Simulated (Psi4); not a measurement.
**One shape, several levels: SiHF2 (SMILES F[SiH]F)**

Wanted: a comparison of 3 runs (UHF/STO-3G, UHF/3-21G, UPBE0/def2-SVP) of SiHF2. 

Program for the calculation: Psi4 1.11.

2 further runs of the same task are left out: 1 that didn't finish, 1 set aside as unsound or not needed.

## 1. The system as given

SiHF2: 4 atoms, total charge 0, spin state doublet. As SMILES, `F[SiH]F`. Geometry: relaxed at GFN2-xTB.

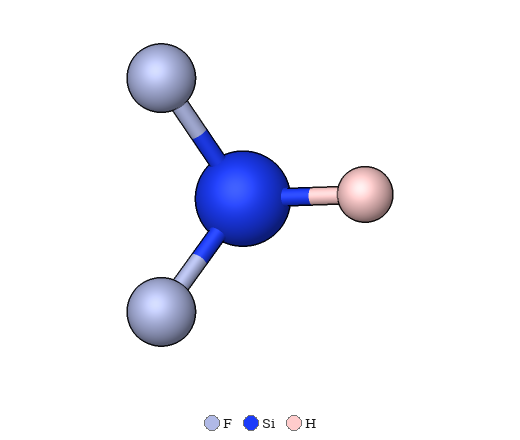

The structure, seen from a chosen angle (fluorine light blue, silicon blue, hydrogen pink).

## 2. A single-point energy at UHF/STO-3G (run 1)

Input file job.inp:

```
memory 1.6 GB

molecule m {
  0 2
  F
  Si 1 1.605842
  F 2 1.605884 1 100.37097
  H 2 1.439423 1 108.6515 3 -113.88312
  units angstrom
  symmetry c1
}

set {
  basis STO-3G
  reference uhf
  puream true
  e_convergence 1e-09
  d_convergence 1e-08
  scf_type pk
  maxiter 200
}

e_tot, wfn = energy("scf", return_wfn=True)
oeprop(wfn, "LOWDIN_CHARGES", "QUADRUPOLE", "WIBERG_LOWDIN_INDICES", title="SCF")
```

The run is started by

```sh
psi4 job.inp job.out -n 1
```

job.out:

```text
[...]
  Running in c1 symmetry.
[...]
  Nuclear repulsion =  109.410137999178176
[...]
  Multiplicity = 2
[...]
  Nalpha       = 17
  Nbeta        = 16
[...]
    Number of basis functions: 20
[...]
   @UHF iter   1:  -482.16081629576377   -1.47678e+00   1.34267e-02 ADIIS/DIIS
[...]
   @UHF iter  13:  -482.23845473631525   -4.54747e-13   4.82754e-09 DIIS
[...]
   @S^2 Observed:                7.545488616E-01
[...]
    Orbital Energies [Eh]
    ---------------------
    Alpha Occupied:
       1A    -67.998186     2A    -25.822310     3A    -25.822066
       4A     -5.995051     5A     -4.027472     6A     -4.014357
       7A     -4.013458     8A     -1.452693     9A     -1.424337
      10A     -0.664616    11A     -0.526602    12A     -0.492702
      13A     -0.491837    14A     -0.438099    15A     -0.406539
      16A     -0.400421    17A     -0.251109
    Alpha Virtual:
      18A      0.479480    19A      0.561249    20A      0.567063
    Beta Occupied:
[...]
  @UHF Final Energy:  -482.23845473631525
   => Energetics <=
    Nuclear Repulsion Energy =            109.4101379991781755
    One-Electron Energy =                -895.3778735917576341
    Two-Electron Energy =                 303.7292808562641540
    Total Energy =                       -482.2384547363152478
  UHF NO Occupations:
  HONO-2 :   15  A 1.9992524
  HONO-1 :   16  A 1.9988403
[...]
 Multipole Moments:
 ------------------------------------------------------------------------------------
     Multipole            Electronic (a.u.)      Nuclear  (a.u.)        Total (a.u.)
 ------------------------------------------------------------------------------------
 L = 1.  Multiply by 2.5417464519 to convert [e a0] to [Debye]
 Dipole X            :          1.4245704           -1.1864699            0.2381005
 Dipole Y            :         -1.0337265            1.5999865            0.5662600
 Dipole Z            :         -0.8618017            1.3337654            0.4719637
 Magnitude           :                                                    0.7746560
 L = 2.  Multiply by 1.3450342976 to convert [e a0^2] to [Debye ang]
 Quadrupole XX       :        -19.3162665            5.4278230          -13.8884435
 Quadrupole XY       :          4.9634972           -4.3605375            0.6029597
[...]
```

It took 3.3 s on 1 thread of Intel Xeon Platinum 8259CL at 2.50GHz (Skylake/Cascade Lake), shared host; peak memory 0.24 GiB.

## 3. Energy and gradient at UHF/3-21G (run 2)

Input file input.json:

```json
{
  "schema_name": "qcschema_input",
  "schema_version": 1,
  "molecule": {
    "schema_name": "qcschema_molecule",
    "schema_version": 2,
    "symbols": ["F", "Si", "F", "H"],
    "geometry": [2.31859947, 1.23395336, -0.77531683, -0.05302572, -0.64796819, -0.56897764, -2.33229998, 1.35349744, -0.47768497, 0.06672623, -1.93948261, 1.82197944],
    "molecular_charge": 0,
    "molecular_multiplicity": 2,
    "fix_symmetry": "c1"
  },
  "driver": "gradient",
  "model": {
    "method": "scf",
    "basis": "3-21G"
  },
  "keywords": {
    "reference": "uhf",
    "puream": true,
    "e_convergence": 1e-09,
    "d_convergence": 1e-08,
    "scf_type": "pk",
    "maxiter": 200,
    "scf_properties": ["DIPOLE", "QUADRUPOLE", "MAYER_INDICES"]
  }
}
```

The run is started by

```sh
psi4 --qcschema input.json -n 1 --memory 1600MB
```

stdout:

```text
[...]
  Running in c1 symmetry.
[...]
  Nuclear repulsion =  109.410123187225224
[...]
  Multiplicity = 2
[...]
  Nalpha       = 17
  Nbeta        = 16
[...]
    Number of basis functions: 33
[...]
   @UHF iter   1:  -485.78996472670042   -8.22446e-01   1.16478e-02 ADIIS/DIIS
[...]
   @UHF iter  13:  -485.84720112531153   -3.97904e-13   4.00856e-09 DIIS
[...]
   @S^2 Observed:                7.529352275E-01
[...]
  @UHF Final Energy:  -485.84720112531153
   => Energetics <=
    Nuclear Repulsion Energy =            109.4101231872252242
    One-Electron Energy =                -895.2871831797190225
    Two-Electron Energy =                 300.0298588671822131
    Total Energy =                       -485.8472011253115284
  UHF NO Occupations:
  HONO-2 :   15  A 1.9997114
  HONO-1 :   16  A 1.9991480
[...]
 Multipole Moments:
 ------------------------------------------------------------------------------------
     Multipole            Electronic (a.u.)      Nuclear  (a.u.)        Total (a.u.)
 ------------------------------------------------------------------------------------
 L = 1.  Multiply by 2.5417464519 to convert [e a0] to [Debye]
 Dipole X            :         -0.0644862            0.0270455           -0.0374407
 Dipole Y            :          0.8977625           -2.0482561           -1.1504936
 Dipole Z            :         -1.3693909            1.2451963           -0.1241946
 Magnitude           :                                                    1.1577831
 L = 2.  Multiply by 1.3450342976 to convert [e a0^2] to [Debye ang]
 Quadrupole XX       :       -117.3341431           97.3642365          -19.9699066
 Quadrupole XY       :          2.1390133           -2.0143277            0.1246856
[...]
  -Total Gradient:
     Atom            X                  Y                   Z
    ------   -----------------  -----------------  -----------------
       1       -0.018246645048    -0.005506296222     0.004794995079
       2        0.000389404317    -0.000798755536     0.005959432528
       3        0.018376495947    -0.006425784076     0.002452222861
       4       -0.000519255213     0.012730835833    -0.013206650468
[...]
```

The result, in JSON:

```text
{
 "driver": "gradient",
 "model": {
  "method": "scf",
  "basis": "3-21G"
 },
 "success": true,
 "return_result": [-0.018246645047943794, -0.005506296222046861, 0.004794995078517224, 0.00038940431652902986, -0.0007987555364684096, 0.005959432527689074, 0.018376495946818783, -0.006425784075945629, 0.002452222861406405, -0.0005192552129897453, 0.012730835833304907, -0.013206650467638303],
 "properties": {
  "calcinfo_nbasis": 33,
  "calcinfo_nmo": 33,
  "calcinfo_nalpha": 17,
  "calcinfo_nbeta": 16,
  "calcinfo_natom": 4,
  "nuclear_repulsion_energy": 109.41012318722522,
  "return_energy": -485.8472011253115,
  "return_gradient": [-0.018246645047943794, -0.005506296222046861, 0.004794995078517224, 0.00038940431652902986, -0.0007987555364684096, 0.005959432527689074, 0.018376495946818783, -0.006425784075945629, 0.002452222861406405, -0.0005192552129897453, 0.012730835833304907, -0.013206650467638303],
  "scf_one_electron_energy": -895.287183179719,
  "scf_two_electron_energy": 300.0298588671822,
  "scf_dipole_moment": [-0.037440667937904445, -1.1504935898767994, -0.12419461246821095],
  "scf_total_energy": -485.8472011253115,
  "scf_total_gradient": [-0.018246645047943794, -0.005506296222046861, 0.004794995078517224, 0.00038940431652902986, -0.0007987555364684096, 0.005959432527689074, 0.018376495946818783, -0.006425784075945629, 0.002452222861406405, -0.0005192552129897453, 0.012730835833304907, -0.013206650467638303],
  "scf_iterations": 13
 }
}
```

It took 3 s on 1 thread of Intel Xeon Platinum 8259CL at 2.50GHz (Skylake/Cascade Lake), shared host; peak memory 0.18 GiB.

## 4. Energy and forces at UPBE0/def2-SVP (run 3)

Input file input.in:

```
memory 1600 MB

molecule m {
  0 2
  F      1.226950     0.652980    -0.410280
  Si    -0.028060    -0.342890    -0.301090
  F     -1.234200     0.716240    -0.252780
  H      0.035310    -1.026330     0.964150
  symmetry c1
}

set globals {
  basis                def2-SVP
  reference            uks
  puream               true
  e_convergence        1e-09
  d_convergence        1e-08
  scf_type             pk
  dft_radial_points    99
  dft_spherical_points 590
  maxiter              200
}

e_tot, wfn = gradient("pbe0", return_wfn=True)
oeprop(wfn, "WIBERG_LOWDIN_INDICES", "DIPOLE", "MULLIKEN_CHARGES")
```

The run is started by

```sh
psi4 -i input.in -o input.out -n 1
```

input.out:

```text
[...]
  Running in c1 symmetry.
[...]
  Nuclear repulsion =  109.410123050686849
[...]
  Multiplicity = 2
[...]
  Nalpha       = 17
  Nbeta        = 16
[...]
    Number of basis functions: 51
[...]
   @UKS iter   1:  -489.19413516398930   -3.89477e-01   9.13994e-03 DIIS/ADIIS
[...]
   @UKS iter  11:  -489.26628280433164   -6.19593e-12   7.43497e-09 DIIS
[...]
   @S^2 Observed:                7.516309965E-01
[...]
  @UKS Final Energy:  -489.26628280433164
   => Energetics <=
    Nuclear Repulsion Energy =            109.4101230506868490
    One-Electron Energy =                -898.0045175325834634
    Two-Electron Energy =                 331.0866248764550619
    DFT Exchange-Correlation Energy =     -31.7585131988900748
    Empirical Dispersion Energy =           0.0000000000000000
    VV10 Nonlocal Energy =                  0.0000000000000000
    Total Energy =                       -489.2662828043316381
[...]
  -Total Gradient:
     Atom            X                  Y                   Z
    ------   -----------------  -----------------  -----------------
       1       -0.014367730681    -0.000067630283     0.002066516624
       2        0.000845235950    -0.011850431716     0.017603729936
       3        0.014469623980    -0.000790876429     0.000221802789
       4       -0.000951668124     0.012644772281    -0.019937487504
[...]
 Multipole Moments:
 ------------------------------------------------------------------------------------
     Multipole            Electronic (a.u.)      Nuclear  (a.u.)        Total (a.u.)
 ------------------------------------------------------------------------------------
 L = 1.  Multiply by 2.5417464519 to convert [e a0] to [Debye]
 Dipole X            :         -0.0445944            0.0270455           -0.0175488
 Dipole Y            :          1.2966457           -2.0482561           -0.7516104
 Dipole Z            :         -1.2187894            1.2451963            0.0264069
 Magnitude           :                                                    0.7522789
[...]
  Mulliken Charges: (a.u.)
   Center  Symbol    Alpha    Beta     Spin     Total
       1     F     4.68924  4.64677  0.04247 -0.33601
       2    SI     7.01214  6.22999  0.78215  0.75787
       3     F     4.68925  4.64678  0.04247 -0.33603
       4     H     0.60937  0.47646  0.13291 -0.08583
   Total alpha = 17.00000, Total beta = 16.00000, Total charge = -0.00000
  Wiberg Bond Indices using Orthogonal Lowdin Orbitals:
  Total Bond Index:
  Irrep: 1 Size: 4 x 4
[...]
```

Run time: 14 s. Hardware: 1 thread of Intel Xeon Platinum 8259CL at 2.50GHz (Skylake/Cascade Lake), shared host; peak memory 0.51 GiB.

## 5. Overview of the runs

```
run           level      task         integration grid  energy (Eh)  dipole moment (D)  HOMO energy (eV)  LUMO energy (eV)  wall time
  1      UHF/STO-3G    energy                        –  -482.238455               1.97             -6.83              5.38      3.3 s
  2       UHF/3-21G  gradient                        –  -485.847201               2.94            -10.28              0.44        3 s
  3  UPBE0/def2-SVP  gradient  99 radial × 590 angular  -489.266283               1.91             -7.03             -2.92       14 s
```

## 6. Summary of results

| quantity | value |
| --- | --- |
| run 3: total energy | -489.26628 Eh |
| run 3: dipole moment | 1.91 D |
| run 3: HOMO energy (highest over α and β) | -7.03 eV |
| run 3: LUMO energy (lowest over α and β) | -2.92 eV |
| run 3: ⟨S²⟩ | 0.752 |
| run 3: largest force on an atom | 1.215 eV/Å |

**Reading.** The dipole moment (its size) runs from 1.91 D (UPBE0/def2-SVP) to 2.94 D (UHF/3-21G). The two ends differ in method and basis. In run 1 the basis is minimal, so the values are rough. All runs together took 20 s, the longest 14 s.
